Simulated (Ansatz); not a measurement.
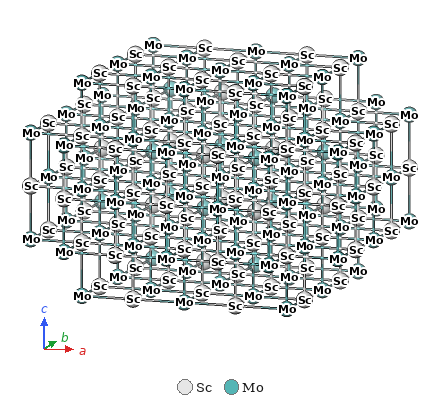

The compound is ScMo (space group Fm-3m, No. 225), taken as the end point of a relaxation with DFT PBE, scalar-relativistic, plane waves, PAW in Ansatz 0.2.0; the starting structure was generated, so it need not be a known form of this composition.

Bonds are taken as Mo–Sc below 3.1 Å. Atoms with one bond or none are removed and atoms with two bonds are replaced by edges, until no such atom is left.

Q: What kind of net remains, and which atoms are its nodes?

A: A uninodal 6-connected, three-periodic net: Sc and Mo are 6-connected nodes.

Q: Which named net is it?

A: It is the pcu net, known from NaCl, ReO3 and the B-X framework of perovskite.

Q: Is the net interpenetrated?

A: It is a single net, without interpenetration.

Q: Give the first six terms of the coordination sequence (nodes one, two, three … edges away).

A: Sc and Mo: 6, 18, 38, 66, 102, 146.
